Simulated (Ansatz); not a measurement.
CH7BFGeN: molecular dynamics (part 3 of 3)

Continued. System: CH7BFGeN, SMILES C[N]([GeH3])BF. Method: UKS BLYP/6-31G* (Ansatz 0.2.0). The geometry comes from this level: PBE0-D4/def2-TZVP.

Geometry of the input (Å):
```
C  -1.0104  -0.2672  1.0059
N  -0.2097  0.1039  -0.1476
Ge 1.6051  -0.2930  -0.0213
B  -0.7933  0.7137  -1.2562
F  -0.0428  1.0508  -2.3150
H  -2.0542  0.0042  0.8387
H  -0.6689  0.2442  1.9123
H  -0.9671  -1.3454  1.1939
H  2.3159  0.1546  -1.2962
H  1.7253  -1.8114  0.1969
H  2.1450  0.4377  1.2206
H  -1.9677  0.9528  -1.2980
```

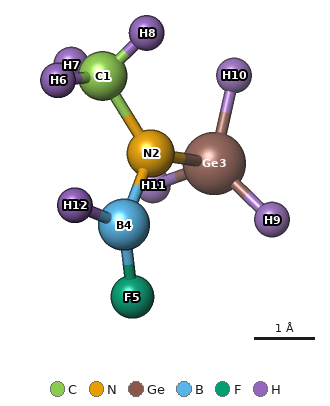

**Figure 1.** The geometry at step 42 of the log (ball-and-stick view, seen at a tilt; atoms are numbered from 1 in the order of the input).

Trajectory as extended XYZ, continued
```
12
Properties=species:S:1:pos:R:3:forces:R:3 step=32 time_fs=64.0 energy=-62545.04004 temperature=684.8
C    -1.0609    0.0557    1.0962    0.1397  -0.5370   1.2099
N    -0.2900   -0.0894   -0.1462    1.3043  -0.5502   1.1064
Ge    1.5746   -0.2294   -0.1184    1.0192  -1.3904  -0.5217
B    -1.0007    0.4921   -1.1194   -1.4528   0.8094  -3.7010
F    -0.6357    1.1569   -2.2205    1.9328   0.6126  -0.7395
H    -2.0940    0.5015    0.9394    1.0660  -0.4317   0.0276
H    -0.4114    0.7919    1.6270   -0.9860  -0.5492   1.0511
H    -1.1746   -0.9767    1.5544    0.1412   1.1395   0.3051
H     2.1344   -0.8566   -1.4066   -0.4497  -0.0243  -0.6619
H     2.1897   -1.3248    0.8002   -0.5600   0.0805   0.5971
H     2.4930    0.9506   -0.0117    0.1184   1.2427   0.4131
H    -2.1189    0.3643   -1.2806   -2.2730  -0.4021   0.9140
12
Properties=species:S:1:pos:R:3:forces:R:3 step=34 time_fs=68.0 energy=-62545.07182 temperature=790.2
C    -1.0324    0.0574    1.1075   -1.1809  -1.5504   0.7972
N    -0.3074   -0.0756   -0.1557    1.6830  -0.6919   2.3749
Ge    1.5584   -0.2193   -0.1331    1.4809   1.9134   0.9020
B    -1.0624    0.4901   -1.1000   -2.3075   1.7644  -5.4597
F    -0.6380    1.1466   -2.2471    0.9637  -0.4027   0.7390
H    -2.0036    0.5128    0.8723   -0.2327  -0.1949   0.3116
H    -0.5522    0.7406    1.7661    0.7385   0.7547   0.9738
H    -1.2156   -0.9228    1.6446    0.2593   0.6366  -0.3901
H     2.0033   -0.9347   -1.2947    0.3805  -0.7256  -2.5965
H     2.1478   -1.3162    0.7543   -0.3285  -0.0535   1.1847
H     2.5553    1.1803   -0.0260   -1.3383  -1.2453   0.0769
H    -2.2597    0.4267   -1.2794   -0.1179  -0.2049   1.0862
12
Properties=species:S:1:pos:R:3:forces:R:3 step=35 time_fs=70.0 energy=-62545.26020 temperature=965.1
C    -1.0207    0.0479    1.1122    0.5411   2.4825   1.8550
N    -0.3121   -0.0716   -0.1478    0.7263   0.0428   1.0627
Ge    1.5539   -0.2130   -0.1402    1.7251   1.2622  -0.3425
B    -1.1071    0.4963   -1.1216   -1.2817   1.1580  -3.6776
F    -0.6333    1.1424   -2.2575    0.3327  -0.6787   0.9357
H    -1.9615    0.4923    0.8620   -1.1289   0.2907   0.2618
H    -0.5790    0.7787    1.9119   -0.1187  -0.7688  -1.3734
H    -1.2160   -0.8161    1.6657   -0.1025  -2.2616   0.7357
H     1.9334   -1.0035   -1.3685    0.0708   0.0932  -1.1683
H     2.0917   -1.3143    0.7783   -0.2179   0.0481   1.0403
H     2.5274    1.2470   -0.0292   -1.3338  -1.5763  -0.0125
H    -2.3486    0.4592   -1.2068    0.7875  -0.0919   0.6831
12
Properties=species:S:1:pos:R:3:forces:R:3 step=36 time_fs=72.0 energy=-62545.31733 temperature=981.8
C    -1.0105    0.0484    1.1251    0.0365   2.9266   2.3879
N    -0.3183   -0.0677   -0.1342   -0.2564   0.7448  -0.3586
Ge    1.5492   -0.2066   -0.1481    1.6216  -0.0504  -1.3211
B    -1.1547    0.5021   -1.1570    0.2652   0.5187  -1.4147
F    -0.6252    1.1383   -2.2675   -0.2421  -0.8244   0.9038
H    -1.9652    0.4707    0.8564   -0.8682   0.3069   0.4949
H    -0.6035    0.7794    2.0104   -0.1622  -0.8918  -2.2141
H    -1.2211   -0.7883    1.7115   -0.0375  -2.5417   0.6101
H     1.8599   -1.0748   -1.4840   -0.0856   0.9188   0.3721
H     2.0299   -1.3179    0.8334   -0.1958   0.3690   0.5464
H     2.4609    1.2502   -0.0308   -1.0732  -1.4725  -0.0669
H    -2.4011    0.4831   -1.1093    0.9977  -0.0040   0.0601
12
Properties=species:S:1:pos:R:3:forces:R:3 step=38 time_fs=76.0 energy=-62545.15727 temperature=839.9
C    -1.0045    0.0689    1.1710   -3.4151  -3.1560   0.3886
N    -0.3443   -0.0540   -0.1135   -1.1985   1.4589  -1.7433
Ge    1.5388   -0.1970   -0.1666   -0.7475  -3.4452  -1.3875
B    -1.2371    0.5134   -1.2266    3.5579  -0.1794   1.7055
F    -0.6133    1.1324   -2.2818   -0.9457  -0.8321   0.4652
H    -2.0326    0.4454    0.8800    0.5687  -0.2891   1.0415
H    -0.6537    0.6998    1.9357    1.2878   1.5516   0.8047
H    -1.2271   -0.9545    1.8017    0.6767   1.5656  -1.5572
H     1.7036   -1.0918   -1.6428    0.2083   1.2634   1.4853
H     1.8788   -1.3077    0.9759   -0.0437   0.8698  -0.5033
H     2.2393    1.1045   -0.0211    0.6906   1.0378   0.0580
H    -2.3776    0.5315   -0.9299   -0.6394   0.1548  -0.7575
12
Properties=species:S:1:pos:R:3:forces:R:3 step=39 time_fs=78.0 energy=-62544.95244 temperature=800.5
C    -1.0123    0.0708    1.1979   -2.8359  -4.2058  -0.9977
N    -0.3605   -0.0410   -0.1091   -1.5266   1.5167  -2.1209
Ge    1.5329   -0.1932   -0.1778   -2.4167  -5.0813  -1.2342
B    -1.2610    0.5181   -1.2541    3.6083  -0.4205   2.9522
F    -0.6122    1.1276   -2.2834   -0.9587  -0.6619   0.0084
H    -2.0452    0.4111    0.9417    0.2860  -0.0054   0.8107
H    -0.5965    0.7248    1.8789    1.3331   1.7527   1.6533
H    -1.1979   -1.0051    1.7571    0.6990   2.0806  -1.0304
H     1.6486   -1.0320   -1.6251    0.3949   0.9820   1.2102
H     1.7944   -1.2547    1.0111    0.1662   0.6384  -0.5372
H     2.1494    1.0389   -0.0025    1.8579   3.1978   0.3173
H    -2.3852    0.5550   -0.8750   -0.6075   0.2068  -1.0315
12
Properties=species:S:1:pos:R:3:forces:R:3 step=41 time_fs=82.0 energy=-62545.19218 temperature=901.6
C    -1.0452    0.0528    1.2512    2.9083   3.2073  -1.2280
N    -0.4027   -0.0225   -0.1140   -1.9546   1.4891  -2.2767
Ge    1.5159   -0.1900   -0.2030   -1.8690   0.7224   1.3883
B    -1.2686    0.5181   -1.2835    1.3054  -0.4608   4.8526
F    -0.6251    1.1076   -2.2888   -0.3460  -0.2134  -0.9972
H    -2.0539    0.3675    1.1461   -1.2322   0.7203  -0.0073
H    -0.4115    0.8655    1.8889   -1.5345  -1.8879  -0.7973
H    -1.0628   -0.9056    1.6157    0.2908  -2.5401   1.9024
H     1.5804   -0.8621   -1.5084    0.7495  -0.5273  -1.3162
H     1.6470   -1.0964    1.0283    0.5926  -0.3023   0.1611
H     2.1539    1.2074    0.0765    0.2408  -0.1506  -0.2461
H    -2.4597    0.6434   -0.8657    0.8488  -0.0568  -1.4354
12
Properties=species:S:1:pos:R:3:forces:R:3 step=42 time_fs=84.0 energy=-62545.36196 temperature=946.3
C    -1.0529    0.0588    1.2771    1.9325   1.7547  -1.3563
N    -0.4263   -0.0139   -0.1270   -1.8169   1.3924  -1.5536
Ge    1.5059   -0.1878   -0.2161   -1.5265   2.6524   2.1371
B    -1.2636    0.5139   -1.2790    0.8401  -0.0408   4.3587
F    -0.6319    1.0955   -2.2934   -0.0322  -0.1977  -1.1529
H    -2.1010    0.3883    1.2503    0.0441   0.0252  -0.1066
H    -0.4098    0.8208    1.8835   -1.1378  -1.1926  -0.5048
H    -0.9664   -0.9307    1.6375   -0.0508  -1.2373   1.2927
H     1.5883   -0.8036   -1.5156    0.7887  -0.8577  -1.8912
H     1.6126   -1.0253    1.0436    0.6452  -0.5759   0.3530
H     2.2015    1.3236    0.1142   -0.4010  -1.4318  -0.5437
H    -2.4562    0.7085   -0.9426    0.7145  -0.2909  -1.0325
12
Properties=species:S:1:pos:R:3:forces:R:3 step=43 time_fs=86.0 energy=-62545.46093 temperature=939.2
C    -1.0609    0.0723    1.2997    0.1102  -2.8947  -1.9475
N    -0.4502   -0.0039   -0.1453   -1.3410   1.0411  -0.1978
Ge    1.4975   -0.1842   -0.2287   -1.2766   2.5843   0.8542
B    -1.2535    0.5087   -1.2632    0.6416   0.5659   2.9704
F    -0.6371    1.0833   -2.2978    0.3052  -0.2916  -1.1168
H    -2.1365    0.4150    1.3482    0.9092  -0.4713  -0.3442
H    -0.4457    0.7084    1.8682    0.8446   1.3000   1.0178
H    -0.8905   -0.9934    1.7134   -0.7948   1.3446  -0.1091
H     1.6373   -0.7881   -1.6106    0.5834  -0.2591  -0.3853
H     1.5979   -0.9725    1.0653    0.6189  -0.6504   0.2858
H     2.2362    1.3855    0.1182   -0.6542  -1.8177  -0.6375
H    -2.4232    0.7680   -1.0550    0.0534  -0.4511  -0.3900
12
Properties=species:S:1:pos:R:3:forces:R:3 step=45 time_fs=90.0 energy=-62545.23405 temperature=853.5
C    -1.0874    0.0688    1.3197    3.2573  -1.6083   0.3142
N    -0.5058    0.0231   -0.1843    0.8026  -0.7696   4.1051
Ge    1.4799   -0.1768   -0.2525   -0.9425   1.3918  -1.0363
B    -1.2307    0.5153   -1.2132   -0.9363   2.0485  -1.6665
F    -0.6429    1.0611   -2.3071    1.1162  -0.4235  -0.7814
H    -2.1088    0.3897    1.5250   -0.2516   0.2231  -0.7954
H    -0.3531    0.6716    1.9453   -0.8699   0.2427  -0.8068
H    -0.9022   -0.9344    1.8735   -0.6763   0.7704  -1.2444
H     1.7771   -0.7832   -1.8019   -0.0589   0.3868   1.7271
H     1.6258   -0.9095    1.0980    0.4002  -0.5655  -0.1167
H     2.2146    1.3083    0.0227   -0.5586  -1.2050  -0.4498
H    -2.3550    0.8249   -1.2962   -1.2822  -0.4915   0.7508
12
Properties=species:S:1:pos:R:3:forces:R:3 step=46 time_fs=92.0 energy=-62545.05504 temperature=634.7
C    -1.0894    0.0557    1.3244    3.3962   1.5470  -0.0603
N    -0.5324    0.0335   -0.1890    1.9930  -1.7196   5.8515
Ge    1.4705   -0.1734   -0.2645   -1.3365  -0.0835  -1.0461
B    -1.2252    0.5301   -1.1886   -2.7666   2.8383  -3.9200
F    -0.6428    1.0539   -2.3129    1.2159  -0.4686  -0.3817
H    -2.0981    0.3669    1.5711   -0.5440   0.6105  -0.9818
H    -0.3231    0.7126    1.9651   -1.5737  -0.4652  -1.4017
H    -0.9595   -0.8366    1.8951    0.1549  -1.8090  -0.2937
H     1.8380   -0.7751   -1.7994   -0.2603   0.3185   1.7098
H     1.6622   -0.9135    1.1004    0.2448  -0.3921  -0.4079
H     2.1536    1.1974   -0.0529    0.0607   0.2332  -0.1485
H    -2.3779    0.8229   -1.3664   -0.5844  -0.6096   1.0805
12
Properties=species:S:1:pos:R:3:forces:R:3 step=47 time_fs=94.0 energy=-62545.01902 temperature=654.5
C    -1.0785    0.0454    1.3272    1.2501   3.4105  -1.0119
N    -0.5536    0.0395   -0.1785    2.4619  -2.0529   5.9095
Ge    1.4613   -0.1715   -0.2765   -2.3758  -2.3214  -0.5371
B    -1.2282    0.5528   -1.1743   -3.3959   2.7685  -4.5397
F    -0.6416    1.0481   -2.3177    1.1244  -0.4531  -0.0560
H    -2.1274    0.3640    1.5628    0.4807   0.3685  -1.1972
H    -0.3615    0.7403    1.9212   -1.1174  -0.4244  -0.9294
H    -1.0118   -0.8030    1.9058    0.6085  -3.2178   0.5355
H     1.8782   -0.7521   -1.7273   -0.2856  -0.0155   1.0269
H     1.7059   -0.9286    1.0913    0.1028  -0.2001  -0.6194
H     2.0851    1.0942   -0.1300    1.1799   2.6798   0.2404
H    -2.4101    0.8061   -1.3858   -0.0335  -0.5420   1.1784
12
Properties=species:S:1:pos:R:3:forces:R:3 step=49 time_fs=98.0 energy=-62545.67711 temperature=1335.8
C    -1.0395    0.0375    1.3085   -3.3306  -2.9801  -1.2175
N    -0.5806    0.0469   -0.1223    1.4394  -0.5457   0.5250
Ge    1.4405   -0.1738   -0.3056   -2.0649   0.6314   2.2504
B    -1.2769    0.6293   -1.1872   -0.7444  -0.1495  -0.7433
F    -0.6374    1.0429   -2.3227    0.4141  -0.2091   0.2273
H    -2.1205    0.3894    1.3917    0.8187  -0.2729  -0.4970
H    -0.5035    0.7764    1.7522    1.9821   2.0194   2.2990
H    -1.0875   -0.9952    1.9086    0.7751   1.7456  -1.3698
H     1.9193   -0.7594   -1.5367    0.3568  -1.1750  -1.7728
H     1.8009   -0.9672    1.0147   -0.0447   0.1205  -0.4529
H     2.0750    1.2016   -0.2736    0.2478   0.7197   0.2078
H    -2.4845    0.7159   -1.2941    0.1505   0.0957   0.5438
12
Properties=species:S:1:pos:R:3:forces:R:3 step=50 time_fs=100.0 energy=-62545.67099 temperature=1346.8
C    -1.0268    0.0195    1.2920   -1.0248   0.4132   0.5000
N    -0.5879    0.0484   -0.0911    1.4760   0.0859  -2.3669
Ge    1.4277   -0.1752   -0.3191   -1.2931   2.3231   2.0792
B    -1.3114    0.6720   -1.1955    0.5015  -1.4150   0.8384
F    -0.6308    1.0451   -2.3223   -0.2173  -0.1430   0.4905
H    -2.0636    0.3934    1.2621   -0.3111  -0.1466   0.1958
H    -0.4851    0.8916    1.7668   -0.1548  -1.3401   0.7894
H    -1.1091   -1.0235    1.8348    0.8738   1.7654  -0.7822
H     1.9426   -0.8206   -1.5073    0.3356  -1.0692  -1.8324
H     1.8532   -0.9985    0.9526   -0.0823   0.2208  -0.1722
H     2.0975    1.3456   -0.3365   -0.4827  -1.1301   0.2030
H    -2.5322    0.6618   -1.1986    0.3793   0.4354   0.0574
```

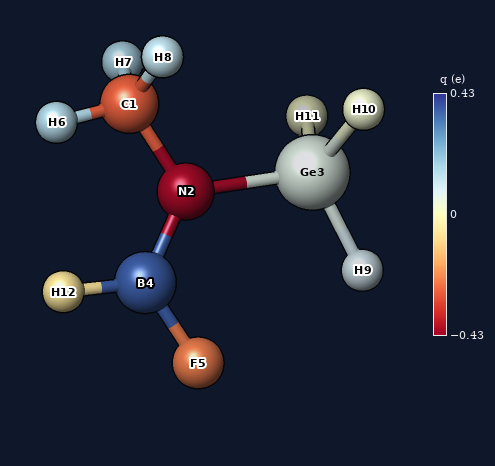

**Figure 2.** Mulliken charges, as the colour of each atom (ball-and-stick view, seen at a tilt; atoms are numbered from 1 in the order of the input). By element: C −0.27, N −0.41, Ge +0.06, B +0.37, F −0.23 and H −0.07 to +0.15 e.

Results in brief

```csv
quantity,value
outcome,finished
mean temperature over the second half,872 K
trajectory,"50 steps, 100 fs"
ensemble,nvt_langevin
temperature in the input,1000 K
time step,2 fs
potential energy (last step),−62545.6713 eV
SCF solution under orbital rotations (last step),stable
largest force (length of the vector) (last step),3.375 eV/Å
dipole moment (last step),1.77 D
hardware,"4 threads of Intel Xeon, 15 GiB of memory available, shared host"
wall time,81 s (CPU time 4.9 min)
peak memory,0.22 GiB
```

Remarks

So short a trajectory is not equilibrated. The logged temperature at the start can lie below the typed one, since it is counted over all degrees of freedom.
